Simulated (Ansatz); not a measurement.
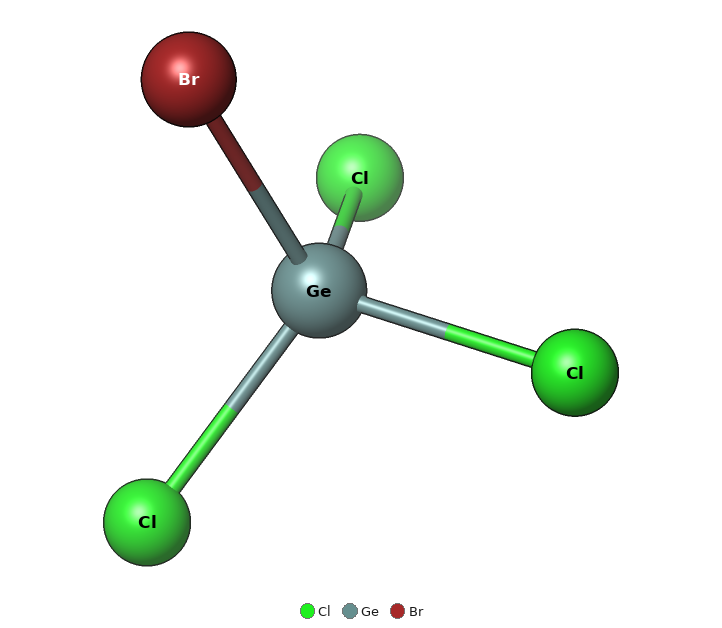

Depth is shown by fading: the farther an atom, the more it takes the colour of the background. The geometry was computed by an optimisation with PBE0-D4/def2-TZVP.

Question: Which symmetry elements does this geometry have?

Answer: It has 1 C3 axis and 3 mirror planes, so the point group is C3v. The group has 6 operations. The geometry is achiral, and symmetry allows a dipole moment.
